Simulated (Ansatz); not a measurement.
**BF2GeH3: geometry optimisation**

The task is a geometry optimisation, for BF2GeH3. SMILES: F[B](F)[GeH3].

All numbers are computed with Ansatz 0.2.0 through its Python package. Level of theory: PBE0/def2-SVP.

## 1. The structure

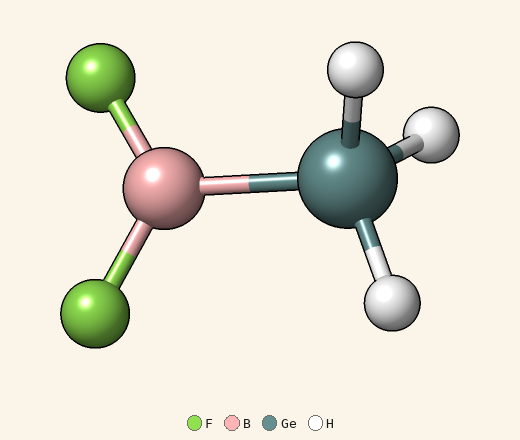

The structure that the script starts from, seen from a chosen angle (fluorine green, boron pink, germanium teal, hydrogen white).

The script holds or builds the structure itself.

## 2. The code

The input, run_opt.py:

```python
import warnings

import ansatz
from ase import Atoms
import numpy as np

BASIS = "def2-SVP"
FUNCTIONAL = "PBE0"


def main() -> None:
    warnings.simplefilter("ignore", ansatz.DeckWarning)

    atoms = Atoms(["F", "B", "F", "Ge", "H", "H", "H"], positions=[
        (0.926, -2.0903, 0.4482),
        (-0.2037, -1.0873, 0.4004),
        (-1.5483, -1.4552, 0.8526),
        (0.2067, 0.7896, -0.3017),
        (1.6179, 0.904, -0.7458),
        (-0.178, 1.8263, 0.8151),
        (-0.7594, 1.045, -1.5144),
    ])
    bf2geh3 = ansatz.Crystal.molecule_from_ase(atoms)

    job = (
        bf2geh3.calculation()
        .basis(gaussian=BASIS)
        .functional(FUNCTIONAL)
    )
    symbols = [site.symbol for site in bf2geh3.cartesian_sites]
    start = np.array([site.position_ang for site in bf2geh3.cartesian_sites], dtype=float)
    def progress(event):
        if event["event"] == "relax_step":
            row = event["data"]
            print(f"step {row['step']:3d}  E = {row['lagrangian_ev']:.6f} eV  max force {row['allowed_force_max_ev_ang']:.4f} eV/A")


    r = job.relax(force_tolerance=0.005).session().plan().execute(on_event=progress).report
    end = np.array(r["positions_ang"])

    print(f"E = {r['free_energy_ev']:.6f} eV = {r['free_energy_ev'] / 27.211386246:.7f} Ha")
    print("converged:", r["converged"], " doubts:", r["published_state_doubts"] or "none")

    print("bond        before    after (A)")
    for i, j in [(0, 1), (1, 2), (1, 3), (3, 4), (3, 5), (3, 6)]:
        d0, d1 = (np.linalg.norm(xyz[i] - xyz[j]) for xyz in (start, end))
        print(f"{symbols[i]}{i}-{symbols[j]}{j}".ljust(10), f"{d0:8.4f} {d1:8.4f}")
    with open("bf2geh3_opt.xyz", "w") as handle:
        handle.write(f"{len(symbols)}\nrelaxed BF2GeH3\n")
        handle.writelines(f"{s:2s} {x:11.6f} {y:11.6f} {z:11.6f}\n" for s, (x, y, z) in zip(symbols, end))


if __name__ == "__main__":
    main()
```

## 3. The input behind the calls

The package turns the script's settings into the engine's input:

```yaml
crystal:
  periodic: [false, false, false]
  atoms:
    - { symbol: F, position_ang: [0.926, -2.0903, 0.4482] }
    - { symbol: B, position_ang: [-0.2037, -1.0873, 0.4004] }
    - { symbol: F, position_ang: [-1.5483, -1.4552, 0.8526] }
    - { symbol: Ge, position_ang: [0.2067, 0.7896, -0.3017] }
    - { symbol: H, position_ang: [1.6179, 0.904, -0.7458] }
    - { symbol: H, position_ang: [-0.178, 1.8263, 0.8151] }
    - { symbol: H, position_ang: [-0.7594, 1.045, -1.5144] }
basis:
  gaussian:
    orbitals: def2-SVP
hamiltonian:
  xc: pbe0
relax:
  f_tol: 0.005
```

## 4. Launch

Run with:

```console
> python run_opt.py
```

Standard output:

```text
step   1  E = -62653.714114 eV  max force 4.6283 eV/A
step   2  E = -62654.615397 eV  max force 3.3136 eV/A
step   3  E = -62654.756702 eV  max force 2.0060 eV/A
step   4  E = -62654.808991 eV  max force 0.7317 eV/A
step   5  E = -62654.829461 eV  max force 0.3666 eV/A
step   6  E = -62654.840421 eV  max force 0.0274 eV/A
step   7  E = -62654.840595 eV  max force 0.0034 eV/A
E = -62654.840620 eV = -2302.5229238 Ha
converged: True  doubts: none
bond        before    after (A)
F0-B1        1.5115   1.3177
B1-F2        1.4655   1.3183
B1-Ge3       2.0455   2.0759
Ge3-H4       1.4838   1.5368
Ge3-H5       1.5716   1.5388
Ge3-H6       1.5714   1.5402
```

Run time: 29 s. Hardware: 1 thread of Arm Neoverse V1, shared host; peak memory 0.26 GiB.

It wrote bf2geh3_opt.xyz:

```xyz
7
relaxed BF2GeH3
F     0.693407   -2.103829    0.306942
B    -0.191054   -1.133456    0.417964
F    -1.332485   -1.440148    1.001829
Ge    0.167016    0.781202   -0.299882
H     1.649503    0.979050   -0.653195
H    -0.249048    1.829225    0.747170
H    -0.676138    1.020056   -1.566429
```

Lines on the test bed's own set-up are left out of the output.

## 5. What the engine kept of the run

From the engine's report, whether the script printed it or not:

```
             item         value
SCF cycles in all            73
         orbitals            89
total energy (eV)  -62654.84062
```

## 6. The relaxation, step by step

Step by step:

```
step  E - E(step 1) (eV)  largest force component (eV/Å)
   1              0.0000                          4.6283
   2             -0.9013                          3.3136
   3             -1.0426                          2.0060
   4             -1.0949                          0.7317
   5             -1.1153                          0.3666
   6             -1.1263                          0.0274
   7             -1.1265                          0.0034
```

Step 1 is the start.

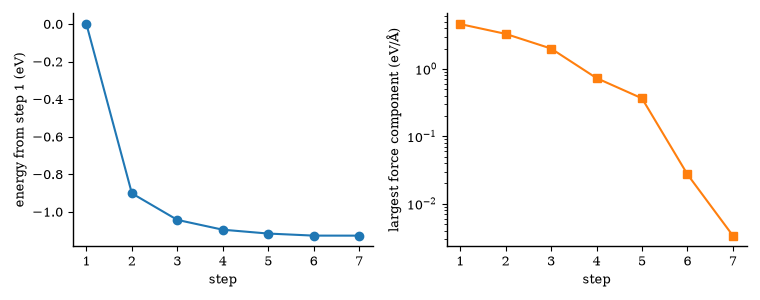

Energy and largest force along the relaxation.

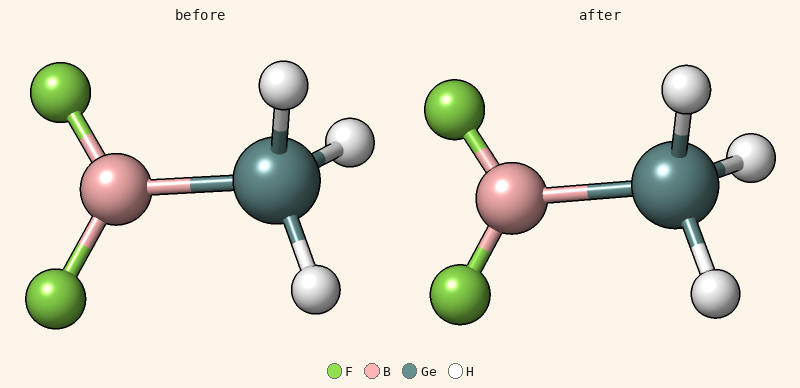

The structure before (left) and after (right) the relaxation, drawn at the same scale.

Before: Bond lengths: F1–B2 1.511 Å, B2–F3 1.466 Å, B2–Ge4 2.046 Å, Ge4–H5 1.484 Å, Ge4–H6 1.572 Å, Ge4–H7 1.571 Å. Angles: F1–B2–F3 120.6°, F1–B2–Ge4 118.0°, F3–B2–Ge4 121.4°, B2–Ge4–H5 111.4°, B2–Ge4–H6 108.2°, B2–Ge4–H7 106.9°, H5–Ge4–H6 113.2°, H5–Ge4–H7 110.0°, H6–Ge4–H7 106.9°.

After: Bond lengths: F1–B2 1.318 Å, B2–F3 1.318 Å, B2–Ge4 2.076 Å, Ge4–H5 1.537 Å, Ge4–H6 1.539 Å, Ge4–H7 1.540 Å. Angles: F1–B2–F3 116.6°, F1–B2–Ge4 122.3°, F3–B2–Ge4 121.1°, B2–Ge4–H5 111.4°, B2–Ge4–H6 110.3°, B2–Ge4–H7 109.4°, H5–Ge4–H6 109.2°, H5–Ge4–H7 108.6°, H6–Ge4–H7 107.8°.

## 7. What came out

| quantity | value |
| --- | --- |
| total energy | -62654.8406 eV |
| dipole moment | 0.65 D |
| moves of the relaxation | 6 |
| energy gained | 1.126 eV |
| last largest force component | 0.0034 eV/Å |

In words: The relaxation took 6 moves; the largest shift is 0.272 Å, of atom 1 (F). The end point is the stationary point reached from this start; no frequency run checks that it is a minimum, and the basis set is modest.
